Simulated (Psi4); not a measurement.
**C2H3I (vinyl iodide) at 3 levels**

Aim: a comparison of 3 runs (PBE0/def2-SVP, SVWN5/def2-SVP, FNO-QCISD(T)/def2-SVP) of C2H3I (vinyl iodide). 

The calculation is run with Psi4 1.11.

## 1. The system as given

C2H3I has 6 atoms, charge 0, and is taken as a singlet. SMILES: `C=CI`. The coordinates come from a GFN2-xTB relaxation.

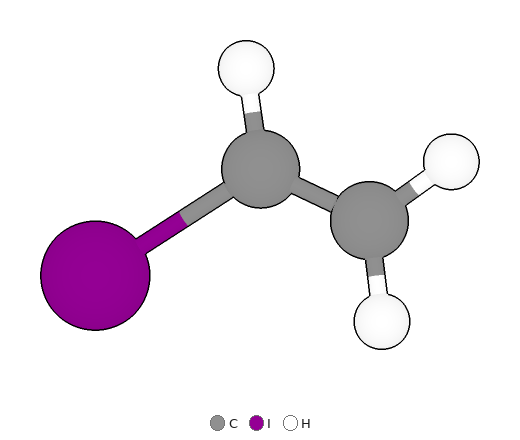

The structure, seen from a chosen angle (carbon grey, iodine purple, hydrogen white).

## 2. A single-point energy at PBE0/def2-SVP (core potential) (run 1)

File c2h3i.py:

```python
import psi4

psi4.set_memory('1600 MB')
psi4.set_num_threads(1)
psi4.set_output_file('c2h3i.out', False)

mol = psi4.geometry("""
0 1
C     -0.623630     0.074510    -0.453950
C      0.367050     0.159830     0.405510
I      1.855940    -1.318090     0.606980
H     -0.746580    -0.761190    -1.121300
H     -1.360720     0.858360    -0.517770
H      0.507930     0.986570     1.080530
symmetry c1
""")

options = {'basis': 'def2-SVP', 'puream': True, 'e_convergence': 1e-09, 'd_convergence': 1e-08, 'scf_type': 'pk', 'dft_radial_points': 99, 'dft_spherical_points': 590}
psi4.set_options(options)

result, w = psi4.energy('pbe0', return_wfn=True)
print(f'total energy {result:.8f} hartree = {result * 27.211386:.5f} eV')
for k, v in sorted(psi4.core.scalar_variables().items()):
    print(f'{k:45s} {v:18.10f}')
```

Command:

```sh
$ python c2h3i.py
```

c2h3i.out:

```text
[...]
    !!!  WARNING: ECP capability is in beta. Please check occupations closely.  !!!
[...]
  Running in c1 symmetry.
[...]
  Nuclear repulsion =  104.687587581209115
[...]
  Multiplicity = 1
[...]
  Nalpha       = 20
  Nbeta        = 20
[...]
    Number of basis functions: 69
[...]
   @RKS iter   1:  -375.33081049366399   -2.93546e+00   8.56867e-03 DIIS/ADIIS
[...]
   @RKS iter  11:  -375.53919342274025   -1.64846e-12   5.43467e-09 DIIS
[...]
    Orbital Energies [Eh]
    ---------------------
    Doubly Occupied:
       1A    -10.288031     2A    -10.251747     3A     -6.899171
       4A     -4.916854     5A     -4.901933     6A     -4.901562
       7A     -1.943758     8A     -1.938825     9A     -1.938588
      10A     -1.925771    11A     -1.925770    12A     -0.816337
      13A     -0.710623    14A     -0.590664    15A     -0.494159
      16A     -0.451602    17A     -0.359665    18A     -0.339728
      19A     -0.274487    20A     -0.258736
[...]
  @RKS Final Energy:  -375.53919342274025
   => Energetics <=
    Nuclear Repulsion Energy =            104.6875875812091152
    One-Electron Energy =                -829.9691224218153138
    Two-Electron Energy =                 375.6678520123900853
    DFT Exchange-Correlation Energy =     -25.9255105945240878
    Empirical Dispersion Energy =           0.0000000000000000
    VV10 Nonlocal Energy =                  0.0000000000000000
    Total Energy =                       -375.5391934227402544
[...]
 Multipole Moments:
 ------------------------------------------------------------------------------------
     Multipole            Electronic (a.u.)      Nuclear  (a.u.)        Total (a.u.)
 ------------------------------------------------------------------------------------
 L = 1.  Multiply by 2.5417464519 to convert [e a0] to [Debye]
 Dipole X            :         31.2241689          -31.6073341           -0.3831651
 Dipole Y            :        -22.3507381           22.6586394            0.3079013
 Dipole Z            :         10.0923249          -10.1933913           -0.1010663
 Magnitude           :                                                    0.5018298
[...]
```

On the terminal:

```text
total energy -375.53919342 hartree = -10218.94195 eV
CURRENT ENERGY                                   -375.5391934227
CURRENT REFERENCE ENERGY                         -375.5391934227
DD SOLVATION ENERGY                                 0.0000000000
DFT FUNCTIONAL TOTAL ENERGY                      -375.5391934227
DFT TOTAL ENERGY                                 -375.5391934227
DFT VV10 ENERGY                                     0.0000000000
DFT XC ENERGY                                     -25.9255105945
GRID ELECTRONS ALPHA                               19.9999999266
GRID ELECTRONS BETA                                19.9999999266
GRID ELECTRONS TOTAL                               39.9999998532
NUCLEAR REPULSION ENERGY                          104.6875875812
ONE-ELECTRON ENERGY                              -829.9691224218
PCM POLARIZATION ENERGY                             0.0000000000
PE ENERGY                                           0.0000000000
SCF ITERATION ENERGY                             -375.5391934227
SCF ITERATIONS                                     11.0000000000
SCF TOTAL ENERGY                                 -375.5391934227
TWO-ELECTRON ENERGY                               375.6678520124
XC GRID RADIAL POINTS                              99.0000000000
XC GRID SPHERICAL POINTS                          590.0000000000
XC GRID TOTAL POINTS                           328249.0000000000
```

Run time: 7.5 s. Hardware: 1 thread of Intel Xeon 6975P-C (Granite Rapids), shared host; peak memory 0.84 GiB.

## 3. A single-point energy at SVWN5/def2-SVP (core potential) (run 2)

File c2h3i.dat:

```
memory 1.6 GB

molecule {
  0 1
  C     -0.623630     0.074510    -0.453950
  C      0.367050     0.159830     0.405510
  I      1.855940    -1.318090     0.606980
  H     -0.746580    -0.761190    -1.121300
  H     -1.360720     0.858360    -0.517770
  H      0.507930     0.986570     1.080530
  units angstrom
  symmetry c1
  no_reorient
  no_com
}

set basis def2-SVP
set puream true
set e_convergence 1e-09
set d_convergence 1e-08
set scf_type pk
set dft_radial_points 99
set dft_spherical_points 590

energy_value, wavefunction = energy("scf", dft_functional={"name": "SVWN5", "x_functionals": {"LDA_X": {}}, "c_functionals": {"LDA_C_VWN": {}}}, return_wfn=True)
oeprop(wavefunction, "MULLIKEN_CHARGES", "LOWDIN_CHARGES", "QUADRUPOLE")
print_variables()
```

Command:

```sh
$ psi4 -n 1 c2h3i.dat c2h3i.out
```

c2h3i.out:

```text
[...]
    !!!  WARNING: ECP capability is in beta. Please check occupations closely.  !!!
[...]
  Running in c1 symmetry.
[...]
  Nuclear repulsion =  104.687587581209129
[...]
  Multiplicity = 1
[...]
  Nalpha       = 20
  Nbeta        = 20
[...]
    Number of basis functions: 69
[...]
   @RKS iter   1:  -374.14522488835496   -2.55656e+00   1.05942e-02 ADIIS/DIIS
[...]
   @RKS iter  12:  -374.47506621529214   -9.66338e-13   2.98828e-09 DIIS
[...]
  @RKS Final Energy:  -374.47506621529214
   => Energetics <=
    Nuclear Repulsion Energy =            104.6875875812091294
    One-Electron Energy =                -829.8698140870160387
    Two-Electron Energy =                 383.6610906927905376
    DFT Exchange-Correlation Energy =     -32.9539304022757094
    Empirical Dispersion Energy =           0.0000000000000000
    VV10 Nonlocal Energy =                  0.0000000000000000
    Total Energy =                       -374.4750662152921450
[...]
 Multipole Moments:
 ------------------------------------------------------------------------------------
     Multipole            Electronic (a.u.)      Nuclear  (a.u.)        Total (a.u.)
 ------------------------------------------------------------------------------------
 L = 1.  Multiply by 2.5417464519 to convert [e a0] to [Debye]
 Dipole X            :        -82.1060044           81.7488908           -0.3571137
 Dipole Y            :         57.8630211          -57.5657254            0.2972957
 Dipole Z            :        -27.1581182           27.0709315           -0.0871868
 Magnitude           :                                                    0.4727753
 L = 2.  Multiply by 1.3450342976 to convert [e a0^2] to [Debye ang]
 Quadrupole XX       :       -357.3974718          328.2580145          -29.1394573
 Quadrupole XY       :        217.6699348         -218.4877280           -0.8177932
[...]
  Mulliken Charges: (a.u.)
   Center  Symbol    Alpha    Beta     Spin     Total
       1     C     3.02827  3.02827  0.00000 -0.05655
       2     C     3.10963  3.10963  0.00000 -0.21927
       3     I    12.49211 12.49211  0.00000  0.01578
       4     H     0.46127  0.46127  0.00000  0.07746
       5     H     0.45949  0.45949  0.00000  0.08103
       6     H     0.44922  0.44922  0.00000  0.10155
   Total alpha = 20.00000, Total beta = 20.00000, Total charge = -0.00000
  Lowdin Charges: (a.u.)
   Center  Symbol    Alpha    Beta     Spin     Total
[...]
```

Run time: 5.1 s. Hardware: 1 thread of Intel Xeon 6975P-C (Granite Rapids), shared host; peak memory 0.41 GiB.

## 4. The energy at FNO-QCISD(T)/def2-SVP (core potential) (run 3)

File input.inp:

```
memory 1.6 GB

molecule molecule1 {
  0 1
  C     -0.623630     0.074510    -0.453950
  C      0.367050     0.159830     0.405510
  I      1.855940    -1.318090     0.606980
  H     -0.746580    -0.761190    -1.121300
  H     -1.360720     0.858360    -0.517770
  H      0.507930     0.986570     1.080530
  units angstrom
}

set basis def2-SVP
set scf_type pk
set num_frozen_docc 6

e, wfn = energy('fno-qcisd(t)', return_wfn=True)
print_variables()
```

Command:

```sh
$ psi4 -n 1 input.inp input.out
```

input.out:

```text
[...]
    !!!  WARNING: ECP capability is in beta. Please check occupations closely.  !!!
[...]
  Running in c1 symmetry.
[...]
  Nuclear repulsion =  104.687587581209115
[...]
  Multiplicity = 1
[...]
  Nalpha       = 20
  Nbeta        = 20
[...]
    Number of basis functions: 69
[...]
   @RHF iter   1:  -373.93201356235647   -3.74316e+00   5.72721e-03 DIIS/ADIIS
[...]
   @RHF iter  12:  -374.04146100720828   -2.84217e-12   4.72005e-09 DIIS
[...]
    Orbital Energies [Eh]
    ---------------------
    Doubly Occupied:
       1A    -11.292407     2A    -11.258075     3A     -7.734453
       4A     -5.591221     5A     -5.578580     6A     -5.578562
       7A     -2.286896     8A     -2.281169     9A     -2.281124
      10A     -2.268156    11A     -2.268153    12A     -1.064227
      13A     -0.900124    14A     -0.773474    15A     -0.654770
      16A     -0.600740    17A     -0.464003    18A     -0.444536
      19A     -0.369097    20A     -0.344962
[...]
  @RHF Final Energy:  -374.04146100720828
   => Energetics <=
    Nuclear Repulsion Energy =            104.6875875812091152
    One-Electron Energy =                -829.3886404079444219
    Two-Electron Energy =                 350.6595918195270656
    Total Energy =                       -374.0414610072082837
[...]
 Multipole Moments:
 ------------------------------------------------------------------------------------
     Multipole            Electronic (a.u.)      Nuclear  (a.u.)        Total (a.u.)
 ------------------------------------------------------------------------------------
 L = 1.  Multiply by 2.5417464519 to convert [e a0] to [Debye]
 Dipole X            :         31.1422957          -31.6073341           -0.4650383
 Dipole Y            :        -22.2977861           22.6586394            0.3608533
 Dipole Z            :         10.0620171          -10.1933913           -0.1313741
 Magnitude           :                                                    0.6031044
[...]
      * MP2 total energy:                   -374.428999605122
[...]
      * MP2 total energy:                   -374.428999605122
[...]
      * MP3 total energy:                   -374.453137656411
[...]
      * QCISD total energy:                 -374.459416072958
[...]
```

Run time: 7.2 s. Hardware: 1 thread of Intel Xeon 6975P-C (Granite Rapids), shared host; peak memory 0.36 GiB.

## 5. All runs side by side

| run | level | frozen core orbitals | integration grid | energy (Eh) | dipole moment (D) | HOMO energy (eV) | LUMO energy (eV) | wall time |
| --- | --- | --- | --- | --- | --- | --- | --- | --- |
| 1 | PBE0/def2-SVP (core potential) | 0 | 99 radial × 590 angular | -375.539193 | 1.28 | -7.04 | -0.58 | 7.5 s |
| 2 | SVWN5/def2-SVP (core potential) | 0 | 99 radial × 590 angular | -374.475066 | 1.20 | -6.07 | -1.68 | 5.1 s |
| 3 | FNO-QCISD(T)/def2-SVP (core potential) | 6 | – | -374.473116 | – | -9.39 | 3.12 | 7.2 s |

## 6. Results

```
                                          quantity          value
                               run 3: total energy  -374.47312 Eh
        run 3: HOMO energy (Hartree–Fock orbitals)       -9.39 eV
        run 3: LUMO energy (Hartree–Fock orbitals)        3.12 eV
      run 3: HOMO–LUMO gap (Hartree–Fock orbitals)       12.50 eV
run 3: correlation energy (6 core orbitals frozen)     -431.7 mEh
                              run 3: T1 diagnostic          0.009
```

**Reading.** Totals of different functionals can't be ranked against each other. All runs together took 20 s, the longest 7.5 s.
